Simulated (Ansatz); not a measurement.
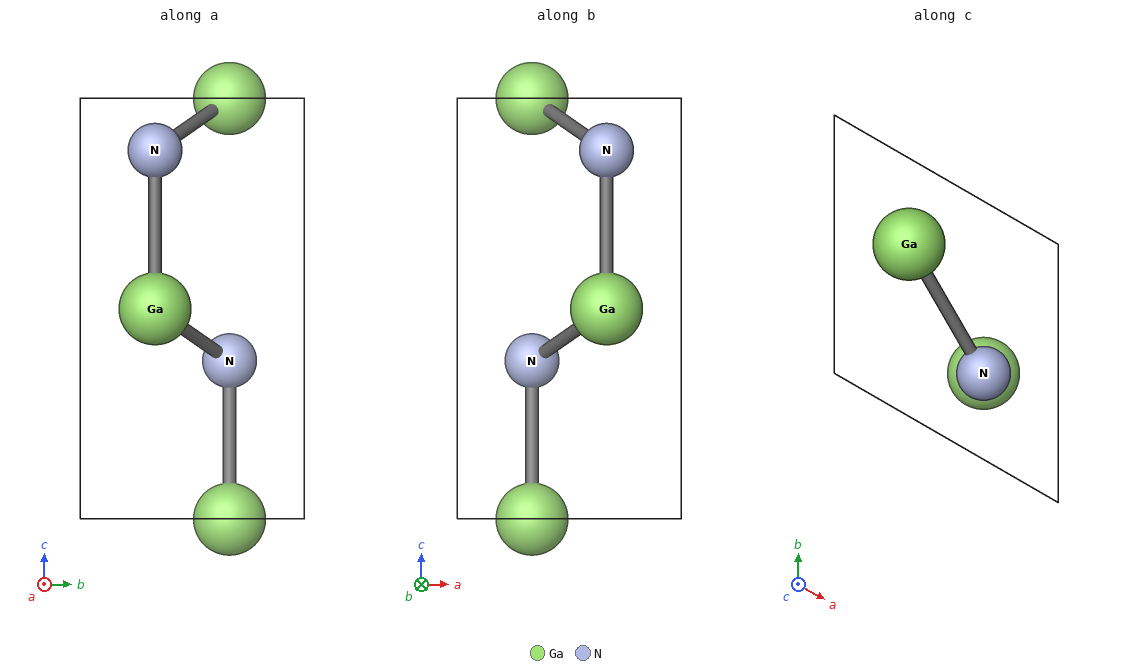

The crystal in a ball-and-stick representation, seen along the a axis, along the b axis and along the c axis. The edges of the conventional unit cell are marked.

Lattice parameters: a = 3.2183 Å, b = 3.2183 Å, c = 5.2433 Å, α = 90.000°, β = 90.000°, γ = 120.000°.

### Express the structure as a CIF with its space group and independent sites, with free fractional coordinates to two decimals.

```cif
data_structure
_symmetry_space_group_name_H-M 'P 63 m c'
_symmetry_Int_Tables_number 186
_cell_length_a 3.2183
_cell_length_b 3.2183
_cell_length_c 5.2433
_cell_angle_alpha 90.000
_cell_angle_beta 90.000
_cell_angle_gamma 120.000
_cell_volume 47.03
loop_
_atom_site_label
_atom_site_type_symbol
_atom_site_symmetry_multiplicity
_atom_site_Wyckoff_symbol
_atom_site_fract_x
_atom_site_fract_y
_atom_site_fract_z
_atom_site_occupancy
Ga1 Ga 2 b 0.3333 0.6667 0.00 1
N1 N 2 b 0.3333 0.6667 0.38 1
```

Origin of the cell: a structure type filled with these elements by a generator (whether the compound takes this form wasn't checked). Atoms and cell were optimised with DFT, PBE, plane waves, PAW in Ansatz 0.2.0.
